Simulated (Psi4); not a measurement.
**UTPSS/def2-TZVP run of SiNH4 (SMILES [NH][SiH3])**

Aim: the energy change on altering one bond length of SiNH4 at UTPSS/def2-TZVP, from 2 runs. 

Program for the calculation: Psi4 1.11.

2 further runs of the same task are left out: 2 set aside as unsound or not needed.

## 1. Starting point

The species is SiNH4 (6 atoms), meant as a doublet with charge 0. SMILES: `[NH][SiH3]`. The shape is that of a PBE0-D4/def2-TZVP optimisation.

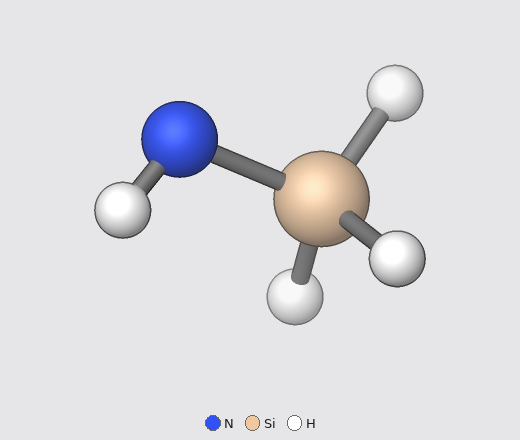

Viewed from a chosen angle; nitrogen blue, silicon light orange, hydrogen white.

## 2. Energy and forces at UTPSS/def2-TZVP

Contents of job.in:

```
memory 2.2 GB

molecule {
  0 2
  N
  Si 1 r2
  H 1 r3 2 a3
  H 2 r4 1 a4 3 d4
  H 2 r5 4 a5 1 d5
  H 2 r6 4 a6 5 d6

  r2 = 1.752625
  r3 = 1.022911
  a3 = 111.89876
  r4 = 1.491108
  a4 = 110.76314
  d4 = 54.98538
  r5 = 1.491394
  a5 = 108.64961
  d5 = 119.7997
  r6 = 1.481361
  a6 = 109.53092
  d6 = 119.61475
  symmetry c1
}

set globals {
  basis def2-TZVP
  reference uks
  puream true
  e_convergence 1e-09
  d_convergence 1e-08
  scf_type pk
  dft_radial_points 99
  dft_spherical_points 590
  maxiter 100
}

result, w = gradient("tpss", return_wfn=True)
```

Run with:

```console
$ psi4 -i job.in -o job.out -n 1
```

job.out:

```text
[...]
  Running in c1 symmetry.
[...]
  Nuclear repulsion =   56.674420389990779
[...]
  Multiplicity = 2
[...]
  Nalpha       = 13
  Nbeta        = 12
[...]
    Number of basis functions: 92
[...]
   @UKS iter   1:  -346.38313887361460   -2.50218e-01   8.52498e-03 DIIS/ADIIS
[...]
   @UKS iter  14:  -346.65697274581657   -3.12639e-12   4.37473e-09 DIIS
[...]
   @S^2 Observed:                7.537432770E-01
[...]
    Orbital Energies [Eh]
    ---------------------
    Alpha Occupied:
       1A    -65.680172     2A    -14.126011     3A     -5.117287
       4A     -3.491786     5A     -3.490935     6A     -3.490182
       7A     -0.784935     8A     -0.498652     9A     -0.394749
      10A     -0.347599    11A     -0.326815    12A     -0.272351
      13A     -0.262220
    Alpha Virtual:
      14A     -0.014413    15A      0.035648    16A      0.039929
      17A      0.053347    18A      0.063385    19A      0.146612
      20A      0.152401    21A      0.194226    22A      0.207955
      23A      0.211506    24A      0.238208    25A      0.270753
[...]
  @UKS Final Energy:  -346.65697274581657
   => Energetics <=
    Nuclear Repulsion Energy =             56.6744203899907788
    One-Electron Energy =                -590.4615788636461957
    Two-Electron Energy =                 216.4667087152613476
    DFT Exchange-Correlation Energy =     -29.3365229874225406
    Empirical Dispersion Energy =           0.0000000000000000
    VV10 Nonlocal Energy =                  0.0000000000000000
    Total Energy =                       -346.6569727458165744
[...]
 Multipole Moments:
 ------------------------------------------------------------------------------------
     Multipole            Electronic (a.u.)      Nuclear  (a.u.)        Total (a.u.)
 ------------------------------------------------------------------------------------
 L = 1.  Multiply by 2.5417464519 to convert [e a0] to [Debye]
 Dipole X            :         -0.0246294            0.0228268           -0.0018026
 Dipole Y            :         -0.3168941            0.8208267            0.5039326
 Dipole Z            :         -1.2688004            1.4773552            0.2085548
 Magnitude           :                                                    0.5453865
[...]
  -Total Gradient:
     Atom            X                  Y                   Z
    ------   -----------------  -----------------  -----------------
       1       -0.000069865462     0.005458641749     0.001785683567
       2        0.000271580319     0.000225593047    -0.004140011073
       3       -0.000015267733    -0.005309132061     0.002618757294
       4       -0.000389233651     0.000174614089    -0.000349282612
       5        0.000300655297     0.000097888315    -0.000248120804
       6       -0.000097902902    -0.000647140976     0.000335229044
[...]
```

Wall time 2.4 min (1 thread of Intel Xeon Platinum 8175M at 2.50GHz (Skylake/Cascade Lake), shared host); peak memory 1.4 GiB.

## 3. The distorted shape

Contents of input.json:

```json
{
 "schema_name": "qcschema_input",
 "schema_version": 1,
 "molecule": {
  "schema_name": "qcschema_molecule",
  "schema_version": 2,
  "symbols": ["N", "Si", "H", "H", "H", "H"],
  "geometry": [0.36898981, 0.24830434, 2.93598811, -1.13485424, 2.4834724, 1.00941233, 1.74383927, -3.10047365, 0.70430093, -3.22659208, 1.29313392, -0.45607028, 0.74202175, 3.54965588, -0.80264605, -2.16362114, 4.53798265, 2.60849857],
  "molecular_charge": 0,
  "molecular_multiplicity": 2,
  "fix_symmetry": "c1",
  "fix_com": true,
  "fix_orientation": true
 },
 "driver": "gradient",
 "model": {
  "method": "tpss",
  "basis": "def2-TZVP"
 },
 "keywords": {
  "reference": "uks",
  "puream": true,
  "e_convergence": 1e-09,
  "d_convergence": 1e-08,
  "scf_type": "pk",
  "dft_radial_points": 99,
  "dft_spherical_points": 590,
  "maxiter": 100,
  "scf_properties": ["MAYER_INDICES", "QUADRUPOLE", "WIBERG_LOWDIN_INDICES"]
 }
}
```

Run with:

```console
$ psi4 --qcschema input.json -n 1 --memory 2200MB
```

stdout:

```text
[...]
  Running in c1 symmetry.
[...]
  Nuclear repulsion =   53.647404656590822
[...]
  Multiplicity = 2
[...]
  Nalpha       = 13
  Nbeta        = 12
[...]
    Number of basis functions: 92
[...]
   @UKS iter   1:  -346.00557327962809   -9.37880e-02   9.02047e-03 ADIIS/DIIS
[...]
   @UKS iter  20:  -346.51368532349295   -3.92220e-12   4.53699e-09 DIIS
[...]
   @S^2 Observed:                1.464879053E+00
[...]
    Orbital Energies [Eh]
    ---------------------
    Alpha Occupied:
       1A    -65.686431     2A    -14.170110     3A     -5.124931
       4A     -3.499223     5A     -3.498211     6A     -3.498100
       7A     -0.763861     8A     -0.488089     9A     -0.357566
      10A     -0.355463    11A     -0.303892    12A     -0.281775
      13A     -0.281123
    Alpha Virtual:
      14A     -0.144416    15A     -0.009765    16A      0.030775
      17A      0.034439    18A      0.046540    19A      0.142536
      20A      0.145155    21A      0.199283    22A      0.200554
      23A      0.203212    24A      0.210467    25A      0.267133
[...]
  @UKS Final Energy:  -346.51368532349295
   => Energetics <=
    Nuclear Repulsion Energy =             53.6474046565908225
    One-Electron Energy =                -584.2401132923272371
    Two-Electron Energy =                 213.2937041207063942
    DFT Exchange-Correlation Energy =     -29.2146808084628660
    Empirical Dispersion Energy =           0.0000000000000000
    VV10 Nonlocal Energy =                  0.0000000000000000
    Total Energy =                       -346.5136853234929504
[...]
 Multipole Moments:
 ------------------------------------------------------------------------------------
     Multipole            Electronic (a.u.)      Nuclear  (a.u.)        Total (a.u.)
 ------------------------------------------------------------------------------------
 L = 1.  Multiply by 2.5417464519 to convert [e a0] to [Debye]
 Dipole X            :         15.9655279          -16.2093829           -0.2438549
 Dipole Y            :        -42.4687743           42.7870428            0.3182685
 Dipole Z            :        -37.1169859           36.7377726           -0.3792133
 Magnitude           :                                                    0.5518721
 L = 2.  Multiply by 1.3450342976 to convert [e a0^2] to [Debye ang]
 Quadrupole XX       :        -53.7882381           37.6673170          -16.1209211
 Quadrupole XY       :         55.2195231          -55.5796529           -0.3601298
[...]
  -Total Gradient:
     Atom            X                  Y                   Z
    ------   -----------------  -----------------  -----------------
       1       -0.013620621454     0.025269475348    -0.005548688076
       2        0.006553173074    -0.008270229456     0.019187488221
       3        0.007214099583    -0.016546248226    -0.008300415503
       4       -0.000751492006    -0.000429147030    -0.001523173897
       5        0.000760592221     0.000088144163    -0.001324904922
       6       -0.000161725206    -0.000101403246    -0.002494781889
[...]
```

The result, in JSON:

```text
{
 "driver": "gradient",
 "model": {
  "method": "tpss",
  "basis": "def2-TZVP"
 },
 "success": true,
 "return_result": [-0.013620621454485407, 0.025269475347899695, -0.005548688076090852, 0.0065531730736516185, -0.00827022945633659, 0.0191874882214175, 0.007214099582527724, -0.016546248225578906, -0.008300415503467443, -0.000751492006233534, -0.00042914702975019314, -0.0015231738974205988, 0.0007605922206661564, 8.81441627074292e-05, -0.0013249049221133319, -0.00016172520640679588, -0.00010140324629440145, -0.002494781889130715],
 "properties": {
  "calcinfo_nbasis": 92,
  "calcinfo_nmo": 92,
  "calcinfo_nalpha": 13,
  "calcinfo_nbeta": 12,
  "calcinfo_natom": 6,
  "nuclear_repulsion_energy": 53.64740465659082,
  "return_energy": -346.51368532349295,
  "return_gradient": [-0.013620621454485407, 0.025269475347899695, -0.005548688076090852, 0.0065531730736516185, -0.00827022945633659, 0.0191874882214175, 0.007214099582527724, -0.016546248225578906, -0.008300415503467443, -0.000751492006233534, -0.00042914702975019314, -0.0015231738974205988, 0.0007605922206661564, 8.81441627074292e-05, -0.0013249049221133319, -0.00016172520640679588, -0.00010140324629440145, -0.002494781889130715],
  "scf_one_electron_energy": -584.2401132923272,
  "scf_two_electron_energy": 213.2937041207064,
  "scf_xc_energy": -29.214680808462866,
  "scf_dipole_moment": [-0.24385494725488144, 0.31826852851357046, -0.3792132919620528],
  "scf_total_energy": -346.51368532349295,
  "scf_total_gradient": [-0.013620621454485407, 0.025269475347899695, -0.005548688076090852, 0.0065531730736516185, -0.00827022945633659, 0.0191874882214175, 0.007214099582527724, -0.016546248225578906, -0.008300415503467443, -0.000751492006233534, -0.00042914702975019314, -0.0015231738974205988, 0.0007605922206661564, 8.81441627074292e-05, -0.0013249049221133319, -0.00016172520640679588, -0.00010140324629440145, -0.002494781889130715],
  "scf_iterations": 20
 }
}
```

It took 3.2 min on 1 thread of Intel Xeon Platinum 8175M at 2.50GHz (Skylake/Cascade Lake), shared host; peak memory 1.3 GiB.

## 4. Results

Level: UTPSS/def2-TZVP.

```
                                                         quantity          value
                                        first shape: total energy  -346.65697 Eh
                                       first shape: dipole moment         1.39 D
                  first shape: HOMO energy (highest over α and β)       -6.69 eV
                   first shape: LUMO energy (lowest over α and β)       -4.57 eV
                                                first shape: ⟨S²⟩          0.754
                            first shape: largest force on an atom     0.304 eV/Å
                                    distorted shape: total energy  -346.51369 Eh
                                   distorted shape: dipole moment         1.40 D
              distorted shape: HOMO energy (highest over α and β)       -7.12 eV
               distorted shape: LUMO energy (lowest over α and β)       -4.32 eV
                                            distorted shape: ⟨S²⟩          1.465
                        distorted shape: largest force on an atom     1.503 eV/Å
energy change with the N1–H3 bond stretched from 1.023 to 2.250 Å       3.899 eV
```

In words: With the N1–H3 bond stretched from 1.023 to 2.250 Å the energy rises by 3.90 eV (90 kcal/mol). The first shape isn't relaxed at this level, so the change isn't measured from a minimum. The largest force (first shape) is 0.30 eV/Å: the shape isn't a stationary point for this species at this level. ⟨S²⟩ (distorted shape) is 1.46 where a pure doublet has 0.75: the reference is spin-contaminated.
